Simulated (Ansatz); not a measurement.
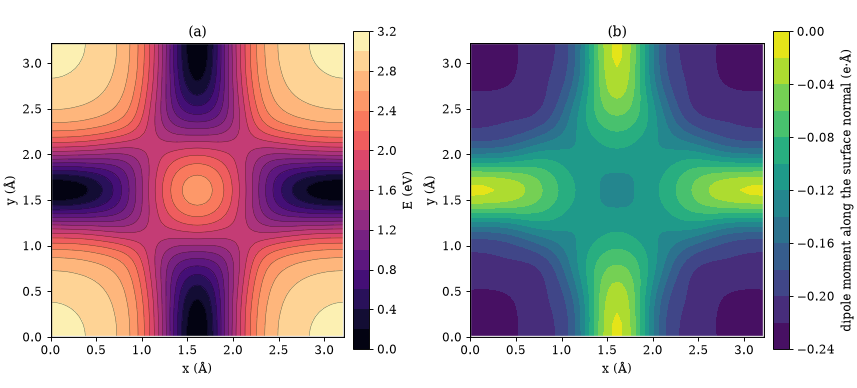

N on a Si₂Mo(001) slab cut from the I4/mmm phase, its upper half relaxed before the scan (6 atoms of substrate and one adsorbate in a 1 × 1 cell). N is moved over the surface cell; relaxed at each place: the height of the adsorbate's atoms; substrate rigid; the origin of the map has the adsorbate above Si6. Places are given modulo a cell vector. The map is drawn in real space over the plane of the surface. The grid has 8 × 8 points; 15 points were computed and 49 follow by symmetry. Energies: eV, counted from the lowest grid point. With one adsorbate in each 1 × 1 cell, its nearest image is 3.2 Å away, so neighbouring adsorbates interact. All numbers below come from DFT PBE, scalar-relativistic, plane waves, PAW (Ansatz). Settings: cutoff 420 eV, k-mesh 8×8×1, gaussian smearing 0.1 eV, no spin polarisation.

Panel (a) is the energy; panel (b) is the computed dipole moment along the surface normal, in e·Å.

In the figure: filled contours, the outline of one cell of the plane. Between grid points the surface is interpolated.

### How does the dipole moment along the surface normal vary over the map, and what is it at the lowest grid point?

It runs from −0.23 e·Å at the top site over a surface Si atom, (0/8, 0/8) of the cell vectors to −0.02 e·Å at a bridge site between two Si atoms, (0/8, 4/8) of the cell vectors. At the lowest grid point, a bridge site between two Si atoms, (0/8, 4/8) of the cell vectors, it is −0.02 e·Å.

```
second ↓, first →    0/8    1/8    2/8    3/8    4/8    5/8    6/8    7/8
              7/8  −0.23  −0.22  −0.20  −0.14  −0.03  −0.14  −0.20  −0.22
              6/8  −0.21  −0.20  −0.19  −0.11  −0.06  −0.11  −0.19  −0.20
              5/8  −0.14  −0.14  −0.11  −0.12  −0.11  −0.12  −0.11  −0.14
              4/8  −0.02  −0.03  −0.06  −0.11  −0.12  −0.11  −0.06  −0.03
              3/8  −0.14  −0.14  −0.11  −0.12  −0.11  −0.12  −0.11  −0.14
              2/8  −0.21  −0.20  −0.19  −0.11  −0.06  −0.11  −0.19  −0.20
              1/8  −0.23  −0.22  −0.20  −0.14  −0.03  −0.14  −0.20  −0.22
              0/8  −0.23  −0.23  −0.21  −0.14  −0.02  −0.14  −0.21  −0.23
```

PAW datasets: the set soft_1.
